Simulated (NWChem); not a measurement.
**HF/6-31G(d) (spherical functions) run of SiNH3Cl2 (SMILES N[SiH](Cl)Cl)**

What is the electrostatic solvation energy at fixed shape (COSMO-KS, propanol) of SiNH3Cl2 at HF/6-31G* (spherical functions)? 

The calculation is run with NWChem 7.3.0.

4 further runs of the same task are left out: 1 that didn't finish, 3 set aside as unsound or not needed.

### Step 1. The system as given

SiNH3Cl2: 7 atoms, total charge 0, spin state singlet. As SMILES, `N[SiH](Cl)Cl`. The coordinates come from a PBE0-D4/def2-TZVP relaxation. This is one conformer, not always the lowest.

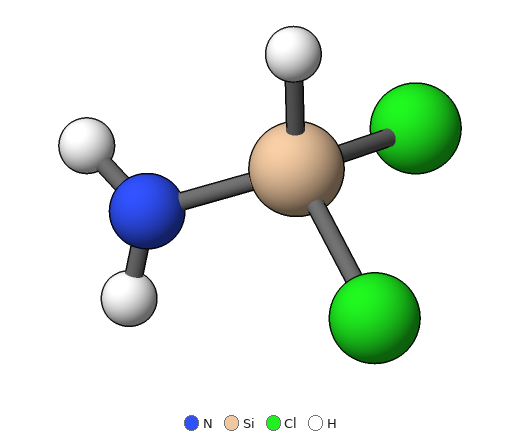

The structure, seen from a chosen angle (nitrogen blue, silicon light orange, chlorine green, hydrogen white).

### Step 2. Energy and forces at HF/6-31G(d) (spherical functions)

Input file cl2h3nsi.nw:

```
start cl2h3nsi
memory total 2200 mb

geometry noautoz
  N     -0.051800     1.099600    -0.066300
  Si     0.221700    -0.569500    -0.034800
  Cl     0.681000    -1.079600     1.887200
  Cl    -1.383000    -1.725700    -0.595200
  H     -0.591000     1.544900     0.658900
  H     -0.138200     1.580900    -0.947500
  H      1.322600    -0.918600    -0.947800
end

basis spherical
  * library 6-31G*
end

dft
  xc hfexch
  convergence energy 1e-07
  direct
  print medium
end

task dft gradient
```

Launch:

```bash
$ nwchem cl2h3nsi.nw > cl2h3nsi.out
```

The log of the run:

```text
[...]
          Wavefunction type:  closed shell.
          No. of atoms     :     7
          No. of electrons :    58
[...]
          Charge           :     0
          Spin multiplicity:     1
[...]
          AO basis - number of functions:    74
[...]
              XC Information
              --------------
                     Hartree-Fock (Exact) Exchange  1.000
          Convergence Information
          -----------------------
          Convergence aids based upon iterative change in
          total energy or number of iterations.
          Levelshifting, if invoked, occurs when the
[...]
 d= 0,ls=0.0,diis     1  -1264.1468648932 -1.54D+03  8.47D-03  3.76D-01     1.1
[...]
 d= 0,ls=0.0,diis     8  -1264.2050669171 -1.32D-08  2.13D-06  6.92D-09     5.2
         Total DFT energy =    -1264.205066917097
      One electron energy =    -2301.684361630046
           Coulomb energy =      842.874553607535
    Exchange-Corr. energy =      -83.351078474639
 Nuclear repulsion energy =      277.955819580054
[...]
  wavefunction    = closed shell
                         DFT ENERGY GRADIENTS
    atom               coordinates                        gradient
                 x          y          z           x          y          z
   1 N       3.582731   0.380022  -0.617840   -0.007806   0.003517   0.007679
   2 Si      0.736409   0.008104   0.789073   -0.001843  -0.000162  -0.010192
   3 Cl     -1.451425   3.024247  -0.206223    0.002190  -0.003329   0.000641
   4 Cl     -1.206046  -3.192497  -0.247273    0.001102   0.003270   0.001082
   5 H       3.701339   0.956745  -2.428296   -0.000652   0.002337  -0.007724
   6 H       5.040813  -0.745976  -0.135143    0.005743  -0.005274   0.002466
   7 H       1.046015  -0.124128   3.550714    0.001265  -0.000359   0.006049
[...]
```

Run time: 9.3 s. Hardware: 1 thread of INTEL XEON PLATINUM 8581C at 2.10GHz (Emerald Rapids), shared host; peak memory 0.11 GiB.

### Step 3. Energy and forces at HF/6-31G(d) (spherical functions, COSMO-KS propanol)

Input file calc.nw:

```
start calc
memory stack 880 mb heap 220 mb global 1100 mb

geometry units angstrom noautoz
  N    -0.051800    1.099600   -0.066300
  Si    0.221700   -0.569500   -0.034800
  Cl    0.681000   -1.079600    1.887200
  Cl   -1.383000   -1.725700   -0.595200
  H    -0.591000    1.544900    0.658900
  H    -0.138200    1.580900   -0.947500
  H     1.322600   -0.918600   -0.947800
end

basis spherical
  N library 6-31G*
  Si library 6-31G*
  Cl library 6-31G*
  H library 6-31G*
end

cosmo
  dielec 20.524
  do_cosmo_ks true
end

dft
  xc hfexch
  convergence energy 1e-07
  direct
end

task dft gradient
```

Launch:

```bash
$ nwchem calc.nw > calc.out
```

The log of the run:

```text
[...]
          Wavefunction type:  closed shell.
          No. of atoms     :     7
          No. of electrons :    58
[...]
          Charge           :     0
          Spin multiplicity:     1
[...]
          AO basis - number of functions:    74
[...]
              XC Information
              --------------
                     Hartree-Fock (Exact) Exchange  1.000
          Convergence Information
          -----------------------
          Convergence aids based upon iterative change in
          total energy or number of iterations.
          Levelshifting, if invoked, occurs when the
[...]
 d= 0,ls=0.0,diis     1  -1264.1468648932 -1.54D+03  8.47D-03  3.76D-01     1.0
[...]
 d= 0,ls=0.0,diis     6  -1264.2144811438 -4.70D-08  2.47D-06  8.13D-09    11.9
         Total DFT energy =    -1264.214481143833
      One electron energy =    -2301.833782230328
           Coulomb energy =      842.927743410787
    Exchange-Corr. energy =      -83.353082593422
 Nuclear repulsion energy =      277.955819580054
             COSMO energy =        0.088820689077
[...]
  wavefunction    = closed shell
                         DFT ENERGY GRADIENTS
    atom               coordinates                        gradient
                 x          y          z           x          y          z
   1 N       3.582731   0.380022  -0.617840   -0.002246   0.000364   0.004992
   2 Si      0.736409   0.008104   0.789073   -0.016065   0.000313  -0.011874
   3 Cl     -1.451425   3.024247  -0.206223    0.005632  -0.005996   0.001568
   4 Cl     -1.206046  -3.192497  -0.247273    0.004851   0.006307   0.002489
   5 H       3.701339   0.956745  -2.428296   -0.000547   0.003069  -0.005700
   6 H       5.040813  -0.745976  -0.135143    0.005062  -0.003478   0.001823
   7 H       1.046015  -0.124128   3.550714    0.003314  -0.000580   0.006702
[...]
```

It took 17 s on 1 thread of INTEL XEON PLATINUM 8581C at 2.10GHz (Emerald Rapids), shared host; peak memory 0.11 GiB.

### Step 4. Summary of results

Level: HF/6-31G* (spherical functions).

| quantity | value |
| --- | --- |
| gas phase: total energy | -1264.20507 Eh |
| gas phase: dipole moment | 2.91 D |
| gas phase: HOMO energy | -11.78 eV |
| gas phase: LUMO energy | 4.07 eV |
| gas phase: HOMO–LUMO gap | 15.85 eV |
| gas phase: largest force on an atom | 0.591 eV/Å |
| COSMO-KS, propanol: total energy | -1264.21448 Eh |
| COSMO-KS, propanol: dipole moment | 3.49 D |
| COSMO-KS, propanol: HOMO energy | -11.59 eV |
| COSMO-KS, propanol: LUMO energy | 4.25 eV |
| COSMO-KS, propanol: HOMO–LUMO gap | 15.84 eV |
| COSMO-KS, propanol: solvent term in the energy | -24.7 kJ/mol |
| COSMO-KS, propanol: largest force on an atom | 1.027 eV/Å |
| energy change from gas to solvent at fixed shape | -0.256 eV |

In words: The solvent model (COSMO-KS, propanol) lowers the energy by 0.26 eV (−5.9 kcal/mol) at the same shape. It holds the electrostatic part alone, without cavity or dispersion terms. The largest force (COSMO-KS, propanol) is 1.03 eV/Å: the shape isn't a stationary point for this species at this level. The largest force (gas phase) is 0.59 eV/Å: the shape isn't a stationary point for this species at this level.
